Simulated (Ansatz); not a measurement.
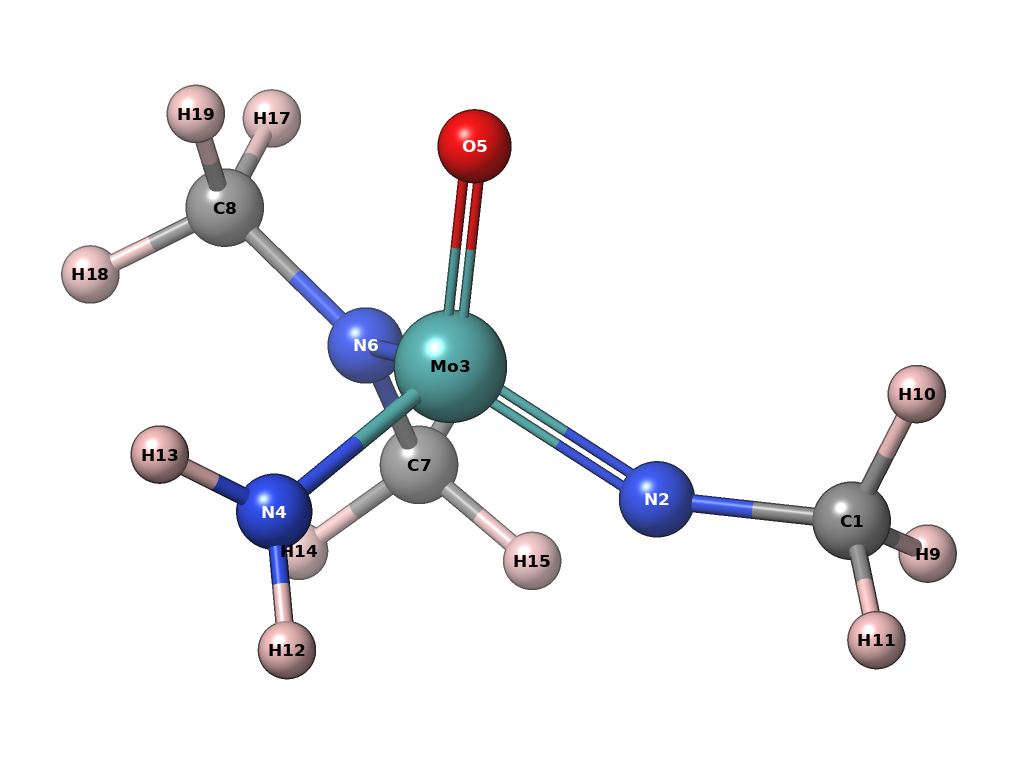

N6 lies behind Mo3. The molecule seen a little off the Mo3–N6 bond, Mo3 in front. Depth is shown by fading: the farther an atom, the more it takes the colour of the background. Charge 0, singlet. The computed structure is the end point of a PBE-D4/def2-SVP optimisation. No frequency run is at hand to confirm it as a minimum.

Question: What is the torsion angle O5–Mo3–N6–C7? The sign is positive where the front bond must turn clockwise to cover the back bond.

Answer: 144°, anticlinal.
